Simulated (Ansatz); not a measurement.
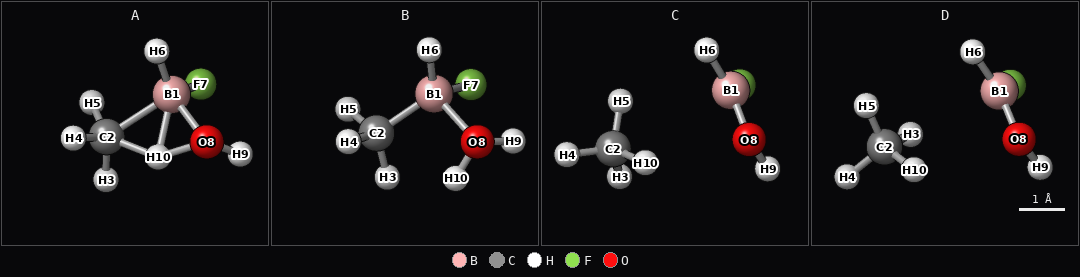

4 geometries from a converged minimum-energy path of CH$_{6}$BFO, shuffled. Style: ball-and-stick. Shown at a tilt.

Theory: Ansatz 0.2.0, RKS LDA/def2-SVP. Run with 7 movable images; climbing image; force threshold 0.03 eV/Å; iteration limit 60; starting path through a guess of the saddle point.

Q: One of them is the converged climbing image. Which?

A: A. In order along the path, whose images run from 0 to 8: B (image 1, +2.2 kJ/mol), A (image 3, +72.2 kJ/mol), C (image 6, −85.9 kJ/mol), D (image 8, −87.1 kJ/mol). Breaking: B1–C2 (1.58 → 1.76 at the top → 2.99 Å), O8–H10 (0.98 → 1.26 at the top → 2.59 Å). Forming: C2–H10 (2.45 → 1.38 at the top → 1.11 Å).

The run took 2.2 min on 2 threads of Arm Neoverse V2, with other jobs on the host, peak memory 0.12 GiB.
